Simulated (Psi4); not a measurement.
**OMP2/def2-TZVPPD (density fitting for correlation) run of BCl (SMILES [B]Cl)**

What is the vertical ionisation energy of BCl at OMP2/def2-TZVPPD (density fitting for correlation)? 

Program for the calculation: Psi4 1.11.

### 1 The system as given

BCl has 2 atoms, charge 0, and is taken as a singlet. As SMILES, `[B]Cl`. The coordinates come from a PBE0-D4/def2-TZVP relaxation.

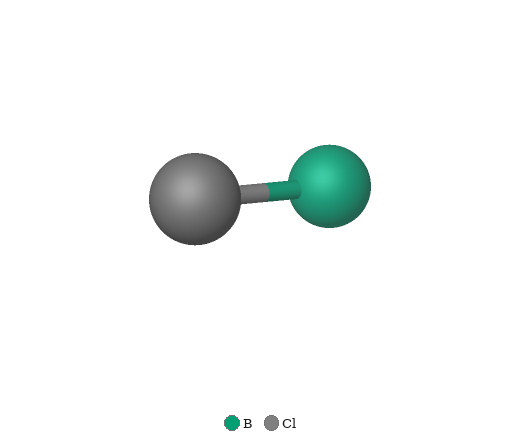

Viewed from a chosen angle; boron teal, chlorine grey.

### 2 The energy at OMP2/def2-TZVPPD (density fitting for correlation)

Contents of job.in:

```
memory 1600 MB

molecule {
  0 1
  B
  Cl 1 r2

  r2 = 1.71785
  units angstrom
  symmetry c1
  no_reorient
  no_com
}

set {
  basis           def2-TZVPPD
  reference       rhf
  puream          true
  e_convergence   1e-09
  d_convergence   1e-08
  scf_type        pk
  num_frozen_docc 6
}

result = energy('omp2')
```

The run is started by

```
$ psi4 -n 1 job.in job.out
```

job.out (excerpt; [...] marks lines left out):

```text
[...]
  Running in c1 symmetry.
[...]
  Nuclear repulsion =   26.183929276100937
[...]
  Multiplicity = 1
[...]
  Nalpha       = 11
  Nbeta        = 11
[...]
    Number of basis functions: 88
[...]
   @RHF iter   1:  -484.13953840384801   -5.00572e-01   1.74254e-03 DIIS/ADIIS
[...]
   @RHF iter  10:  -484.14879293540810   -8.52651e-12   4.50352e-09 DIIS
[...]
    Orbital Energies [Eh]
    ---------------------
    Doubly Occupied:
       1A   -104.877658     2A    -10.608371     3A     -8.074634
       4A     -8.073699     5A     -8.073699     6A     -7.719362
       7A     -1.160335     8A     -0.669817     9A     -0.524410
      10A     -0.524410    11A     -0.380419
[...]
  @RHF Final Energy:  -484.14879293540810
   => Energetics <=
    Nuclear Repulsion Energy =             26.1839292761009368
    One-Electron Energy =                -719.2918181493836300
    Two-Electron Energy =                 208.9590959378746220
    Total Energy =                       -484.1487929354080961
[...]
 Multipole Moments:
 ------------------------------------------------------------------------------------
     Multipole            Electronic (a.u.)      Nuclear  (a.u.)        Total (a.u.)
 ------------------------------------------------------------------------------------
 L = 1.  Multiply by 2.5417464519 to convert [e a0] to [Debye]
 Dipole X            :          0.0000000            0.0000000            0.0000000
 Dipole Y            :          0.0000000            0.0000000            0.0000000
 Dipole Z            :         -0.2985333            0.8694190            0.5708857
 Magnitude           :                                                    0.5708857
[...]
	Warning: cc_lambda option is changed to TRUE
	For this residual convergence, default PCG convergence is:     1.00e-07
[...]
	DF-MP2 Total Energy (a.u.)         :  -484.40994473076432
[...]
	DF-MP2 Total Energy (a.u.)         :  -484.41395879523390
[...]
	DF-OMP2 Total Energy (a.u.)        :  -484.41395879522463
[...]
```

Wall time 13 s (1 thread of Intel Xeon Platinum 8259CL at 2.50GHz (Skylake/Cascade Lake), shared host); peak memory 0.32 GiB.

### 3 The doublet cation at the same level

Contents of input.inp:

```
memory 1.6 GB

molecule m {
  1 2
  B      0.00000000     0.00000000    -0.13163832
  Cl     0.00000000     0.00000000     3.11462770
  units au
  symmetry c1
  no_reorient
  no_com
}

set basis def2-TZVPPD
set reference uhf
set puream true
set e_convergence 1e-09
set d_convergence 1e-08
set scf_type pk
set num_frozen_docc 6
set maxiter 100

result, w = energy('omp2', return_wfn=True)
print_variables()
```

The run is started by

```
$ psi4 -n 1 input.inp input.out
```

input.out (excerpt; [...] marks lines left out):

```text
[...]
  Running in c1 symmetry.
[...]
  Nuclear repulsion =   26.183929313346905
[...]
  Multiplicity = 2
[...]
  Nalpha       = 11
  Nbeta        = 10
[...]
    Number of basis functions: 88
[...]
   @UHF iter   1:  -483.75416013958403   -1.15198e-01   3.00088e-03 DIIS/ADIIS
[...]
   @UHF iter  14:  -483.81806557074640   -7.38964e-12   3.31247e-09 DIIS
[...]
   @S^2 Observed:                7.603629358E-01
[...]
  @UHF Final Energy:  -483.81806557074640
   => Energetics <=
    Nuclear Repulsion Energy =             26.1839293133469049
    One-Electron Energy =                -712.8203826066724105
    Two-Electron Energy =                 202.8183877225791321
    Total Energy =                       -483.8180655707463984
  UHF NO Occupations:
  HONO-2 :    9  A 1.9980283
  HONO-1 :   10  A 1.9980283
[...]
 Multipole Moments:
 ------------------------------------------------------------------------------------
     Multipole            Electronic (a.u.)      Nuclear  (a.u.)        Total (a.u.)
 ------------------------------------------------------------------------------------
 L = 1.  Multiply by 2.5417464519 to convert [e a0] to [Debye]
 Dipole X            :         -0.0000000            0.0000000           -0.0000000
 Dipole Y            :         -0.0000000            0.0000000           -0.0000000
 Dipole Z            :        -51.5201113           52.2904793            0.7703680
 Magnitude           :                                                    0.7703680
[...]
	Warning: cc_lambda option is changed to TRUE
	For this residual convergence, default PCG convergence is:     1.00e-07
[...]
	DF-SCS-MP2 Total Energy (a.u.)     :  -484.04348455303710
	DF-SOS-MP2 Total Energy (a.u.)     :  -484.04127633157168
[...]
	DF-SCS-OMP2 Total Energy (a.u.)    :  -484.04812513984234
	DF-SOS-OMP2 Total Energy (a.u.)    :  -484.02764857347859
	DF-SCS(N)-OMP2 Total Energy (a.u.) :  -483.92062271163735
[...]
	DF-OMP2 Total Energy (a.u.)        :  -484.05322125052299
[...]
```

Run time: 29 s. Hardware: 1 thread of Intel Xeon Platinum 8259CL at 2.50GHz (Skylake/Cascade Lake), shared host; peak memory 0.32 GiB.

### 4 Results

At OMP2/def2-TZVPPD (density fitting for correlation), 6 core orbitals frozen:

| quantity | value |
| --- | --- |
| singlet BCl: total energy | -484.41396 Eh |
| singlet BCl: HOMO energy (Hartree–Fock orbitals) | -10.35 eV |
| singlet BCl: LUMO energy (Hartree–Fock orbitals) | 1.36 eV |
| singlet BCl: HOMO–LUMO gap (Hartree–Fock orbitals) | 11.71 eV |
| singlet BCl: correlation energy (6 core orbitals frozen) | -265.2 mEh |
| doublet cation: total energy | -484.05322 Eh |
| doublet cation: HOMO energy (Hartree–Fock orbitals) (highest over α and β) | -21.22 eV |
| doublet cation: LUMO energy (Hartree–Fock orbitals) (lowest over α and β) | -7.88 eV |
| doublet cation: correlation energy (6 core orbitals frozen) | -235.2 mEh |
| doublet cation: ⟨S²⟩ of the reference determinant | 0.760 |
| vertical ionisation energy (to the doublet cation) | 9.816 eV |

**Reading.** The vertical ionisation energy comes to 9.82 eV (947 kJ/mol).
